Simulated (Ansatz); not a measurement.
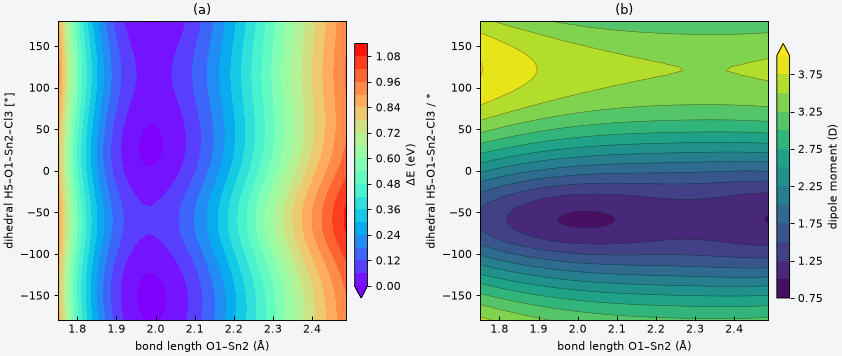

Cl₂HOSn, SMILES [OH][Sn]([Cl])[Cl], spin multiplicity 2. First axis: bond length O1–Sn2. Second axis: dihedral H5–O1–Sn2–Cl3. Nothing is relaxed (all other coordinates rigid). Grid: 9 × 10 points. Points are written as (first, second). Energies: eV, counted from the lowest grid point. Method: UKS PBE0-D4/def2-SVP in Ansatz.

Panel (a) is the energy; panel (b) is the computed dipole moment, in D.

In the figure: filled contours. Between grid points the surface is interpolated.

How does the dipole moment vary over the map, and what is it at the lowest grid point?

Answer. Leaving out the highest fifth of the energies, it runs from 1.03 D at (2.027 Å, −72°) to 3.81 D at (1.843 Å, 108°). At the lowest grid point, (2.027 Å, −144°), it is 2.48 D.

| dihedral H5–O1–Sn2–Cl3 ↓, bond length O1–Sn2 → | 1.751 | 1.843 | 1.935 | 2.027 | 2.119 | 2.211 | 2.303 | 2.395 | 2.487 |
| --- | --- | --- | --- | --- | --- | --- | --- | --- | --- |
| 144 | 3.95 | 3.77 | 3.63 | 3.54 | 3.47 | 3.44 | 3.43 | 3.43 | 3.45 |
| 108 | 3.98 | 3.81 | 3.67 | 3.57 | 3.51 | 3.48 | 3.47 | 3.48 | 3.50 |
| 72 | 3.66 | 3.49 | 3.35 | 3.26 | 3.20 | 3.17 | 3.16 | 3.16 | 3.19 |
| 36 | 3.07 | 2.88 | 2.74 | 2.65 | 2.59 | 2.56 | 2.54 | 2.54 | 2.56 |
| 0 | 2.29 | 2.08 | 1.94 | 1.85 | 1.81 | 1.80 | 1.78 | 1.76 | 1.76 |
| −36 | 1.60 | 1.35 | 1.18 | 1.13 | 1.16 | 1.22 | 1.23 | 1.18 | 1.12 |
| −72 | 1.52 | 1.25 | 1.08 | 1.03 | 1.07 | 1.14 | 1.17 | 1.11 | 1.04 |
| −108 | 2.14 | 1.92 | 1.76 | 1.67 | 1.64 | 1.63 | 1.61 | 1.58 | 1.56 |
| −144 | 2.93 | 2.73 | 2.58 | 2.48 | 2.43 | 2.39 | 2.37 | 2.36 | 2.37 |
| −180 | 3.57 | 3.39 | 3.25 | 3.15 | 3.09 | 3.06 | 3.04 | 3.04 | 3.06 |
